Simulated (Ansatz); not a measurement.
The reference is SrTiO3 in the cubic perovskite structure (space group Pm-3m, No. 221; a = 3.908 Å). Axes: x, y, z lie along the cube axes.

Structures relaxed with Kohn–Sham DFT with the r2SCAN functional, run in Ansatz (a program for electronic structure) with PAW and 500 eV plane waves, spin-orbit coupling left out, earlier PAW set.

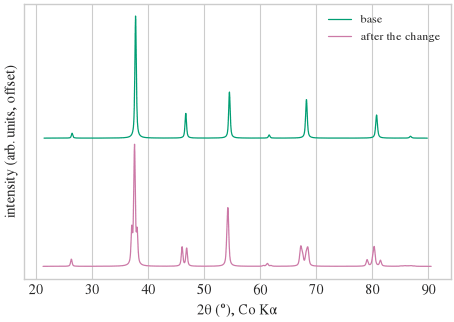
Simulated powder patterns before (top) and after one change

Question: Which of these changes matches the shifts?
(A) isotropic strain −5.78 %
(B) biaxial strain +2.56 %, plane normal [001], relaxed out of plane
(C) strain tensor (xx, yy, zz, yz, xz, xy) = (+0.36, +0.71, +0.48, +0.11, −0.01, +1.24) %

Answer: C, strain tensor (xx, yy, zz, yz, xz, xy) = (+0.36, +0.71, +0.48, +0.11, −0.01, +1.24) %. Its volume per atom is 12.12 Å³ against 11.93 Å³, and its space group is P-1 (No. 2).

Stability against distortions was not tested. All final runs are without spin polarisation. Many cubic perovskites are stable only at high temperature; tilts and polar distortions were not tested.
